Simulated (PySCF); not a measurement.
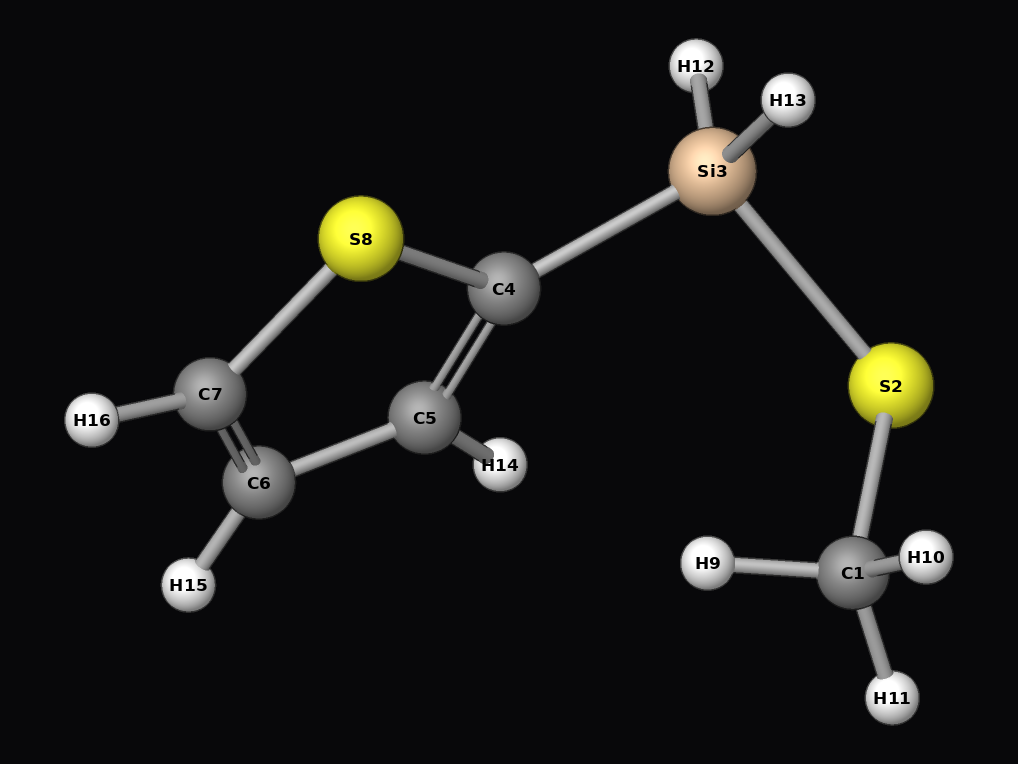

The questions are on isotropic NMR shieldings of the C atoms. Geometry: a frame of a GFN2-xTB molecular-dynamics simulation, not a minimum. Level of theory: GIAO PBE0/pcSseg-1 NMR shielding, non-relativistic, gas phase (PySCF 2.14.0).

List the isotropic NMR shieldings of the C atoms.

```tsv
atom	σ (ppm)
C1	171.0
C4	49.2
C5	37.6
C6	54.3
C7	40.9
```
